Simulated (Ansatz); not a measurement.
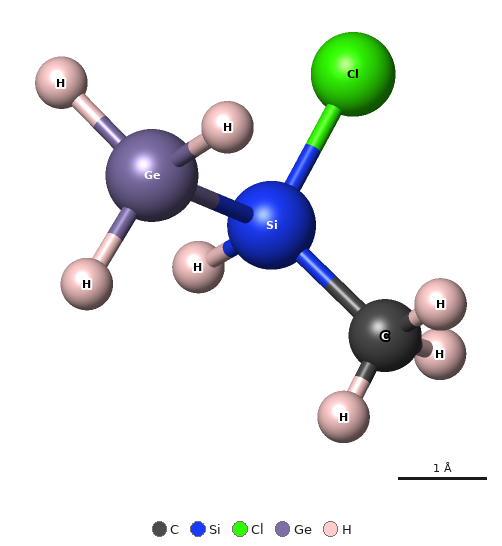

Figure 1. The input geometry (ball-and-stick view, seen at a tilt). Sticks mark near contacts.

# Run report: CH7ClGeSi, molecular dynamics

CH7ClGeSi, computed with RKS BLYP/6-31G* (Ansatz 0.2.0).

The geometry comes from this level: PBE0-D4/def2-TZVP.

The input:
```yaml
crystal:
  periodic: [false, false, false]
  atoms:
    - {symbol: C, position_ang: [0.091737, 1.581460, 0.754239]}
    - {symbol: Si, position_ang: [0.416570, -0.250783, 0.678232]}
    - {symbol: Cl, position_ang: [2.460659, -0.566274, 0.589624]}
    - {symbol: Ge, position_ang: [-0.559402, -1.275051, -1.234340]}
    - {symbol: H, position_ang: [0.464091, 2.080306, -0.142682]}
    - {symbol: H, position_ang: [0.583576, 2.021035, 1.624768]}
    - {symbol: H, position_ang: [-0.982959, 1.767694, 0.832659]}
    - {symbol: H, position_ang: [-0.060673, -0.915295, 1.919351]}
    - {symbol: H, position_ang: [-2.089170, -1.097686, -1.214276]}
    - {symbol: H, position_ang: [-0.015867, -0.624534, -2.517422]}
    - {symbol: H, position_ang: [-0.243163, -2.777872, -1.269555]}
basis:
  gaussian: {orbitals: "6-31G*"}
hamiltonian: {xc: {name: BLYP}}
md: {timestep: 0.5 fs, n_steps: 20, ensemble: nvt_langevin, temperature: 700, initial_velocities: maxwell_boltzmann, friction: 0.01, seed: 525}
```

Hardware: 4 threads of Arm Neoverse V2, 23 GiB of memory available, shared host.

Launched with:
```bash
ansatz run in.yaml --threads 4 --pin off --events-out ev --progress --plain --max-ram 10444MiB
```

Log:
```
Functional definition: BLYP
  name "BLYP"
  cite "Becke, Phys. Rev. A 38, 3098 (1988) doi:10.1103/PhysRevA.38.3098"
  cite "Lee, Yang & Parr, Phys. Rev. B 37, 785 (1988) doi:10.1103/PhysRevB.37.785"
  parameter beta = 0.0042
  parameter a = 0.04918
  parameter b = 0.132
  parameter c = 0.2533
  parameter d = 0.349
  exchange = b88_x(beta = beta)
  correlation = lyp_c(a = a, b = b, c = c, d = d)
1275 factors; their error is unknown
mean field evaluation 1: about -78056.0585 eV, gradient 5.5e1 eV
mean field evaluation 2: about -78047.6951 eV, gradient 7.4e1 eV
mean field evaluation 4: about -78062.7328 eV, gradient 3.1e0 eV
mean field evaluation 8: about -78062.7623 eV, gradient 5.7e-2 eV
mean field evaluation 16: about -78062.6975 eV, gradient 1.1e-4 eV
mean field -78062.69748242 eV, -2868.7512196821 hartree, gradient 2.6e-5 eV, S^2 0.000000; 0 other end points of the search recorded, 0 dependent functions left out
the calculation of the forces begins
reference -78062.69785155 eV, -2868.7512332474 hartree; 38, 38 occupied and 64, 64 virtual orbitals, 1275 factors
md step     0: t =     0.00 fs  T =   636.4 K  F+E_penalty+E_count = -78062.69748242 eV  E_kin = 0.904820 eV  (27 SCF iters)
these checks for a lower state are left out or cut short: starts, cluster_reference, orbital_swaps, neighbouring_geometries, increment
1275 factors; their error is unknown
mean field -78062.70199656 eV, -2868.7513855736 hartree, gradient 1.7e-5 eV, S^2 0.000000; 0 other end points of the search recorded, 0 dependent functions left out
[... from here on the field's lines of each further geometry are left out, up to the last ...]
md step     1: t =     0.50 fs  T =   668.5 K  F+E_penalty+E_count = -78062.70199656 eV  E_kin = 0.950465 eV  (27 SCF iters)
md step     2: t =     1.00 fs  T =   650.9 K  F+E_penalty+E_count = -78062.67397172 eV  E_kin = 0.925504 eV  (27 SCF iters)
md step     3: t =     1.50 fs  T =   642.3 K  F+E_penalty+E_count = -78062.61684698 eV  E_kin = 0.913233 eV  (27 SCF iters)
md step     4: t =     2.00 fs  T =   573.7 K  F+E_penalty+E_count = -78062.53966997 eV  E_kin = 0.815658 eV  (28 SCF iters)
md step     5: t =     2.50 fs  T =   515.2 K  F+E_penalty+E_count = -78062.45768281 eV  E_kin = 0.732546 eV  (27 SCF iters)
md step     6: t =     3.00 fs  T =   492.6 K  F+E_penalty+E_count = -78062.38133986 eV  E_kin = 0.700456 eV  (27 SCF iters)
md step     7: t =     3.50 fs  T =   447.7 K  F+E_penalty+E_count = -78062.31606193 eV  E_kin = 0.636581 eV  (28 SCF iters)
md step     8: t =     4.00 fs  T =   418.1 K  F+E_penalty+E_count = -78062.26765631 eV  E_kin = 0.594505 eV  (27 SCF iters)
md step     9: t =     4.50 fs  T =   397.7 K  F+E_penalty+E_count = -78062.23931176 eV  E_kin = 0.565454 eV  (29 SCF iters)
md step    10: t =     5.00 fs  T =   372.8 K  F+E_penalty+E_count = -78062.22998331 eV  E_kin = 0.530032 eV  (29 SCF iters)
md step    11: t =     5.50 fs  T =   361.3 K  F+E_penalty+E_count = -78062.23297268 eV  E_kin = 0.513726 eV  (28 SCF iters)
md step    12: t =     6.00 fs  T =   367.5 K  F+E_penalty+E_count = -78062.24002491 eV  E_kin = 0.522477 eV  (28 SCF iters)
md step    13: t =     6.50 fs  T =   385.2 K  F+E_penalty+E_count = -78062.24335049 eV  E_kin = 0.547674 eV  (28 SCF iters)
md step    14: t =     7.00 fs  T =   353.5 K  F+E_penalty+E_count = -78062.23502444 eV  E_kin = 0.502619 eV  (28 SCF iters)
md step    15: t =     7.50 fs  T =   390.0 K  F+E_penalty+E_count = -78062.22076990 eV  E_kin = 0.554548 eV  (28 SCF iters)
md step    16: t =     8.00 fs  T =   391.4 K  F+E_penalty+E_count = -78062.21224343 eV  E_kin = 0.556448 eV  (28 SCF iters)
md step    17: t =     8.50 fs  T =   425.5 K  F+E_penalty+E_count = -78062.21711566 eV  E_kin = 0.604935 eV  (28 SCF iters)
md step    18: t =     9.00 fs  T =   428.7 K  F+E_penalty+E_count = -78062.24710079 eV  E_kin = 0.609555 eV  (28 SCF iters)
md step    19: t =     9.50 fs  T =   460.0 K  F+E_penalty+E_count = -78062.30769621 eV  E_kin = 0.654112 eV  (28 SCF iters)
the calculation of the forces begins
reference -78062.37978017 eV, -2868.7395443400 hartree; 38, 38 occupied and 64, 64 virtual orbitals, 1275 factors
1275 factors; their error is unknown
mean field evaluation 192: about -78062.3794 eV, gradient 6.7e-4 eV
mean field -78062.37941053 eV, -2868.7395307558 hartree, gradient 1.9e-5 eV, S^2 0.000000; 1 other end points of the search recorded, 0 dependent functions left out
the calculation of the forces begins
reference -78062.37978017 eV, -2868.7395443400 hartree; 38, 38 occupied and 64, 64 virtual orbitals, 1275 factors
md step    20: t =    10.00 fs  T =   532.6 K  F+E_penalty+E_count = -78062.37941053 eV  E_kin = 0.757289 eV  (28 SCF iters)
```

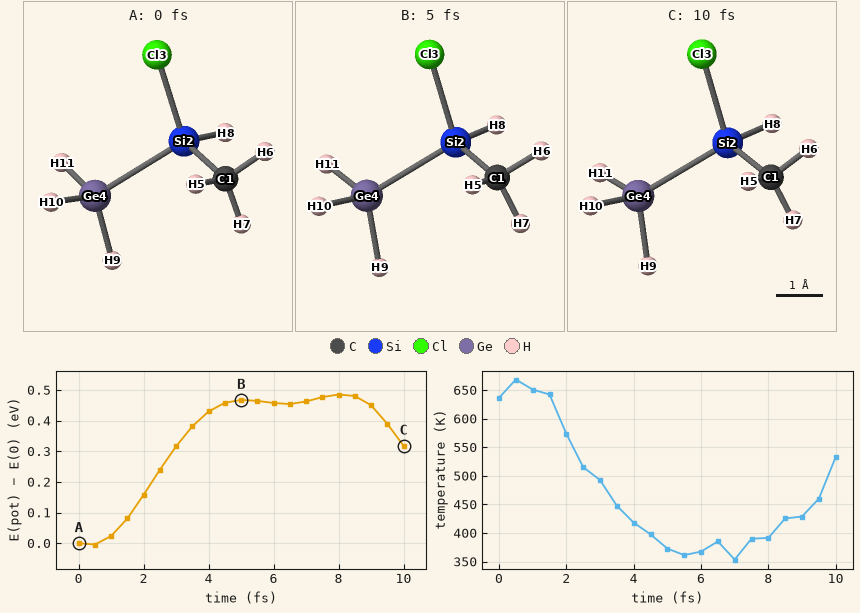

Figure 2. Frames of the molecular dynamics (ball-and-stick, seen at a tilt) above the curves, on which the letters mark them. The trajectory kept here has 21 frames over 10 fs. The temperature starts at 636 K, ranges from 353 to 668 K and averages 406 K over the second half. The potential energy ends 0.318 eV above its first value. After an unweighted best fit of the last frame on the first, the root-mean-square displacement is 0.16 Å.

```
Total energy: -78062.37978017 eV, -2868.7395443400 hartree
Atom 0 at     0.155959     1.642270     0.706991 Å, force     0.436619     0.083645    -1.010404 eV/Å
Atom 1 at     0.389747    -0.219269     0.641224 Å, force     0.573385    -0.111543     0.798832 eV/Å
Atom 2 at     2.484309    -0.541148     0.599613 Å, force     0.211286    -0.016931    -0.248257 eV/Å
Atom 3 at    -0.567498    -1.316891    -1.232302 Å, force    -0.982444    -0.084729    -1.095800 eV/Å
Atom 4 at     0.581233     2.263851    -0.095438 Å, force     0.160472    -0.417645    -0.353270 eV/Å
Atom 5 at     0.638011     1.975673     1.583695 Å, force     1.165726     0.364950     1.557235 eV/Å
Atom 6 at    -0.820121     2.022668     0.854872 Å, force    -1.875204     0.061090    -0.041999 eV/Å
Atom 7 at     0.124989    -0.822745     2.014909 Å, force    -0.438633     0.152384    -0.512398 eV/Å
Atom 8 at    -2.110195    -1.038180    -1.455959 Å, force     0.171841     0.024905     0.431903 eV/Å
Atom 9 at    -0.084859    -0.764803    -2.615475 Å, force     0.363333     0.077370     0.214803 eV/Å
Atom 10 at    -0.473788    -2.855886    -1.368026 Å, force     0.213616    -0.133497     0.259355 eV/Å
Dipole moment:    -0.373172     0.288463     0.103434 e Å
```

Trajectory as extended XYZ (Å, eV, eV/Å), 9 of the 21 frames kept, from step=0 to step=20:
```
11
Properties=species:S:1:pos:R:3:forces:R:3 step=0 time_fs=0.0 energy=-78062.69748 temperature=636.4
C     0.0917    1.5815    0.7542   -0.0363   0.1480   0.0293
Si    0.4166   -0.2508    0.6782   -0.4300  -0.2200   0.0620
Cl    2.4607   -0.5663    0.5896    0.8494  -0.1378   0.0014
Ge   -0.5594   -1.2751   -1.2343   -0.0169   0.0007   0.0365
H     0.4641    2.0803   -0.1427    0.0996   0.1931  -0.2621
H     0.5836    2.0210    1.6248    0.1345   0.1867   0.2649
H    -0.9830    1.7677    0.8327   -0.3333   0.1027   0.0293
H    -0.0607   -0.9153    1.9194   -0.0810  -0.0885   0.1868
H    -2.0892   -1.0977   -1.2143   -0.3165   0.0153  -0.0314
H    -0.0159   -0.6245   -2.5174    0.0866   0.1058  -0.2756
H    -0.2432   -2.7779   -1.2696    0.0440  -0.3059  -0.0411
11
Properties=species:S:1:pos:R:3:forces:R:3 step=2 time_fs=1.0 energy=-78062.67397 temperature=650.9
C     0.1005    1.5827    0.7442   -0.6458   0.8629   1.2384
Si    0.4132   -0.2467    0.6745   -0.1361  -0.0840  -0.2202
Cl    2.4624   -0.5645    0.5921    0.7819  -0.1116  -0.0508
Ge   -0.5603   -1.2786   -1.2330   -0.2027  -0.4810  -0.2697
H     0.4604    2.1077   -0.1315    0.2785   0.2707  -0.5107
H     0.5837    2.0356    1.6533   -0.1208  -0.2666  -0.5394
H    -0.9885    1.8206    0.8485    0.3533  -0.2341  -0.1199
H    -0.0148   -0.8994    1.9125   -0.2968  -0.2557   0.5112
H    -2.1090   -1.0762   -1.2524    0.0027  -0.0556   0.0311
H    -0.0264   -0.6335   -2.5404    0.0740   0.0079  -0.0660
H    -0.2533   -2.8280   -1.2767   -0.0883   0.3470  -0.0041
11
Properties=species:S:1:pos:R:3:forces:R:3 step=5 time_fs=2.5 energy=-78062.45768 temperature=515.2
C     0.1142    1.5846    0.7298   -1.2588   1.9032   2.3575
Si    0.4069   -0.2424    0.6685    0.2282   0.0234  -0.3903
Cl    2.4643   -0.5619    0.5939    0.6898  -0.0824  -0.1288
Ge   -0.5612   -1.2842   -1.2310   -0.5415  -1.0172  -0.8049
H     0.4622    2.1489   -0.1262    0.3890   0.1776  -0.4993
H     0.5864    2.0536    1.6939   -0.3527  -0.7704  -1.4716
H    -0.9907    1.8907    0.8648    1.0634  -0.6900  -0.3114
H     0.0462   -0.8826    1.9147   -0.5109  -0.3786   0.7624
H    -2.1387   -1.0457   -1.3068    0.4445  -0.1617   0.1484
H    -0.0458   -0.6413   -2.5766    0.0574  -0.1359   0.2691
H    -0.2733   -2.9046   -1.2977   -0.2082   1.1319   0.0690
11
Properties=species:S:1:pos:R:3:forces:R:3 step=8 time_fs=4.0 energy=-78062.26766 temperature=418.1
C     0.1271    1.5879    0.7200   -1.2678   2.6814   2.1576
Si    0.4008   -0.2389    0.6622    0.4858   0.0027  -0.2674
Cl    2.4671   -0.5584    0.5960    0.5949  -0.0596  -0.1999
Ge   -0.5621   -1.2903   -1.2298   -0.8707  -1.2752  -1.3105
H     0.4806    2.1886   -0.1324    0.2443  -0.2491  -0.0662
H     0.5840    2.0624    1.6963   -0.2049  -0.9144  -1.5578
H    -0.9652    1.9465    0.8773    1.0338  -0.9306  -0.4536
H     0.0956   -0.8767    1.9260   -0.6110  -0.3470   0.7128
H    -2.1637   -1.0249   -1.3585    0.7742  -0.2340   0.2732
H    -0.0612   -0.6559   -2.6125    0.0501  -0.2344   0.5606
H    -0.3013   -2.9623   -1.3213   -0.2287   1.5602   0.1513
11
Properties=species:S:1:pos:R:3:forces:R:3 step=10 time_fs=5.0 energy=-78062.22998 temperature=372.8
C     0.1347    1.5931    0.7162   -1.0072   2.7036   1.6057
Si    0.3977   -0.2366    0.6579    0.5855  -0.0077  -0.1230
Cl    2.4693   -0.5554    0.5970    0.5371  -0.0504  -0.2338
Ge   -0.5628   -1.2946   -1.2294   -1.0200  -1.3358  -1.5659
H     0.4934    2.2126   -0.1352    0.1682  -0.4957   0.1565
H     0.5794    2.0518    1.6801    0.0916  -0.7672  -1.1828
H    -0.9300    1.9726    0.8844    0.5445  -0.9120  -0.4848
H     0.1181   -0.8720    1.9363   -0.6353  -0.2848   0.5856
H    -2.1714   -1.0194   -1.3895    0.8709  -0.2479   0.3502
H    -0.0719   -0.6676   -2.6323    0.0630  -0.2706   0.6988
H    -0.3252   -2.9831   -1.3332   -0.1984   1.6684   0.1936
11
Properties=species:S:1:pos:R:3:forces:R:3 step=12 time_fs=6.0 energy=-78062.24003 temperature=367.5
C     0.1415    1.6007    0.7135   -0.6148   2.1833   0.7871
Si    0.3950   -0.2338    0.6543    0.6529  -0.0168   0.0307
Cl    2.4715   -0.5529    0.5983    0.4817  -0.0418  -0.2573
Ge   -0.5635   -1.2985   -1.2290   -1.1359  -1.3186  -1.7116
H     0.5046    2.2294   -0.1330    0.1644  -0.5950   0.1789
H     0.5742    2.0336    1.6511    0.5555  -0.4302  -0.4072
H    -0.8867    1.9873    0.8879   -0.3095  -0.7110  -0.4404
H     0.1343   -0.8693    1.9472   -0.6412  -0.2022   0.4196
H    -2.1724   -1.0185   -1.4135    0.8901  -0.2372   0.4117
H    -0.0836   -0.6851   -2.6462    0.0984  -0.2611   0.7583
H    -0.3531   -2.9847   -1.3428   -0.1417   1.6307   0.2301
11
Properties=species:S:1:pos:R:3:forces:R:3 step=15 time_fs=7.5 energy=-78062.22077 temperature=390.0
C     0.1487    1.6142    0.7115    0.0538   0.7846  -1.0345
Si    0.3932   -0.2292    0.6494    0.6477  -0.0702   0.3373
Cl    2.4758   -0.5491    0.5986    0.4018  -0.0294  -0.2697
Ge   -0.5647   -1.3051   -1.2291   -1.1527  -1.1528  -1.6805
H     0.5256    2.2460   -0.1228    0.1954  -0.6039   0.0332
H     0.5746    2.0006    1.5987    1.4540   0.3176   1.3826
H    -0.8281    2.0008    0.8811   -1.8787  -0.1861  -0.2330
H     0.1446   -0.8599    1.9715   -0.5933  -0.0405   0.0565
H    -2.1549   -1.0212   -1.4384    0.7184  -0.1777   0.4604
H    -0.0940   -0.7168   -2.6484    0.1862  -0.1746   0.6764
H    -0.3970   -2.9593   -1.3548   -0.0327   1.3330   0.2713
11
Properties=species:S:1:pos:R:3:forces:R:3 step=18 time_fs=9.0 energy=-78062.24710 temperature=428.7
C     0.1532    1.6302    0.7096    0.5044  -0.1039  -1.8790
Si    0.3916   -0.2231    0.6441    0.5987  -0.1332   0.6663
Cl    2.4809   -0.5447    0.5993    0.2981  -0.0179  -0.2656
Ge   -0.5662   -1.3125   -1.2309   -1.1208  -0.6442  -1.3535
H     0.5558    2.2583   -0.1070    0.1967  -0.5262  -0.1916
H     0.6017    1.9799    1.5732    1.7452   0.6364   2.2625
H    -0.8048    2.0136    0.8639   -2.5807   0.1795  -0.0370
H     0.1402   -0.8400    2.0008   -0.5079   0.1047  -0.3369
H    -2.1314   -1.0287   -1.4519    0.4522  -0.0793   0.4624
H    -0.0937   -0.7492   -2.6293    0.3069  -0.0087   0.3874
H    -0.4416   -2.9008   -1.3666    0.1072   0.5929   0.2848
11
Properties=species:S:1:pos:R:3:forces:R:3 step=20 time_fs=10.0 energy=-78062.37941 temperature=532.6
C     0.1560    1.6423    0.7070    0.4366   0.0836  -1.0104
Si    0.3897   -0.2193    0.6412    0.5734  -0.1115   0.7988
Cl    2.4843   -0.5411    0.5996    0.2113  -0.0169  -0.2483
Ge   -0.5675   -1.3169   -1.2323   -0.9824  -0.0847  -1.0958
H     0.5812    2.2639   -0.0954    0.1605  -0.4176  -0.3533
H     0.6380    1.9757    1.5837    1.1657   0.3649   1.5572
H    -0.8201    2.0227    0.8549   -1.8752   0.0611  -0.0420
H     0.1250   -0.8227    2.0149   -0.4386   0.1524  -0.5124
H    -2.1102   -1.0382   -1.4560    0.1718   0.0249   0.4319
H    -0.0849   -0.7648   -2.6155    0.3633   0.0774   0.2148
H    -0.4738   -2.8559   -1.3680    0.2136  -0.1335   0.2594
```

Key numbers:

```csv
quantity,value
outcome,finished
mean temperature over the second half,406 K
trajectory,"20 steps, 10 fs"
ensemble,nvt_langevin
temperature in the input,700 K
time step,0.5 fs
potential energy (last step),−78062.3798 eV
SCF solution under orbital rotations (last step),stable
largest force (length of the vector) (last step),1.979 eV/Å
dipole moment (last step),2.32 D
wall time,22 s (CPU time 80 s)
peak memory,0.47 GiB
```

So short a trajectory is not equilibrated. The logged temperature at the start can lie below the typed one, since it is counted over all degrees of freedom. The temperature stays far from the 700 K of the thermostat over the second half: the run isn't equilibrated.
